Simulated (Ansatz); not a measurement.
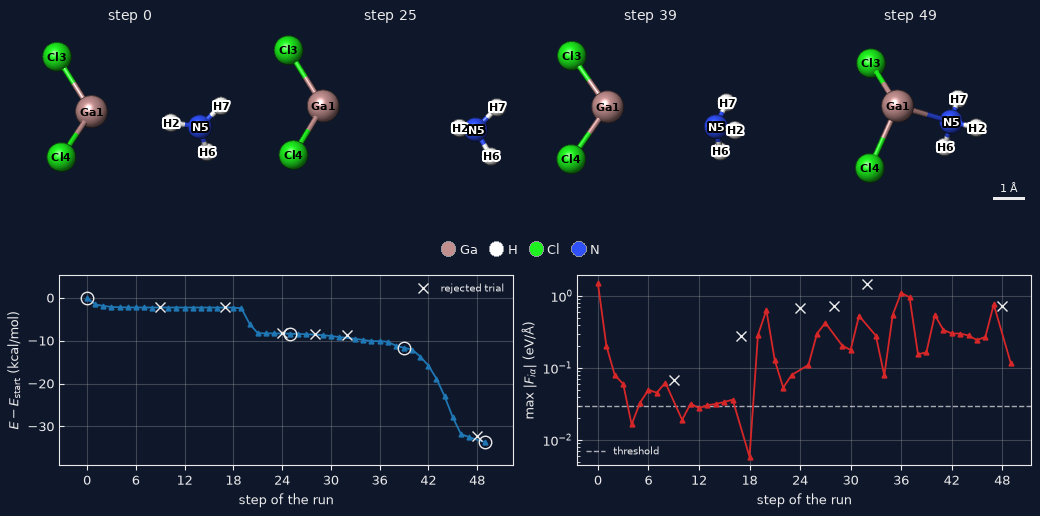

Frames of a relaxation of GaNH3Cl2 (multiplicity 2), marked on the history of the run. The picture is a ball-and-stick view, seen at a tilt.

The run prepares an end point of a later path (reaction) calculation, from a guessed geometry.

Method: Ansatz 0.2.0, UHF/def2-SVP. Set-up: collinear spin; force threshold 0.03 eV/Å; at most 50 steps.

Describe the path.

The relaxation stopped without meeting its thresholds, so the last structure isn't shown to be converged. It used up its limit of 50 steps. H7 moves most after the best rigid fit: 1.48 Å. Largest moves by element: H 1.48 Å, Cl 1.34 Å, N 1.06 Å, Ga 0.95 Å. Some distances before and after: Ga1–N5 3.795 → 2.165 Å, Ga1–Cl3 2.172 → 2.224 Å, N5–H6 0.993 → 1.010 Å, H2–N5 1.018 → 1.009 Å. New bonds form, among them: Ga1–N5 (3.80 → 2.16 Å). Among the angles between lasting bonds that change: H6–N5–H7 121.0° → 107.7°, H2–N5–H6 119.5° → 107.6°, Cl3–Ga1–Cl4 117.4° → 113.8°. Over 43 accepted moves (49 points after the start) the energy falls by 33.7 kcal/mol. Largest force component: 1.5 eV/Å at the start, 0.12 eV/Å at the end. The line search rejected the trial steps at points 9, 17, 24, 28, 32, 48 of the run. The forces were under the threshold at step 4, but the run went on from there. From step 0 to 25: Cl3 moves most (1.06 Å), energy −8.37 kcal/mol. From step 25 to 39: H atoms move most (1.03 Å), energy −3.29 kcal/mol. From step 39 to 49: Cl atoms move most (1.44 Å), energy −22.1 kcal/mol.

```
step  E − E(0), kcal/mol  largest force component, eV/Å      note
   0                0.00                         1.4973          
   1               -1.52                         0.2047          
   2               -1.88                         0.0796          
   3               -2.12                         0.0602          
   4               -2.19                         0.0164          
   5               -2.22                         0.0330          
   6               -2.24                         0.0498          
   7               -2.24                         0.0454          
   8               -2.25                         0.0629          
   9               -2.25                         0.0684  rejected
  10               -2.25                         0.0190          
  12               -2.26                         0.0278          
  14               -2.26                         0.0316          
  16               -2.26                         0.0363          
  18               -2.27                         0.0058          
  20               -6.06                         0.6370          
  22               -8.28                         0.0534          
  24               -8.21                         0.6783  rejected
  26               -8.42                         0.2986          
  28               -8.46                         0.7375  rejected
  31               -9.13                         0.5317          
  33               -9.55                         0.2817          
  35              -10.09                         0.5476          
  37              -10.24                         0.9615          
  39              -11.66                         0.1652          
  41              -13.70                         0.3395          
  43              -18.86                         0.3010          
  45              -27.85                         0.2441          
  47              -32.50                         0.7644          
  49              -33.72                         0.1187
```

Limits of the set-up: the start holds two separate molecules, 2.8 Å apart at their closest, whose relative position is a soft coordinate and is computed without a dispersion correction; Hartree-Fock leaves out electron correlation.
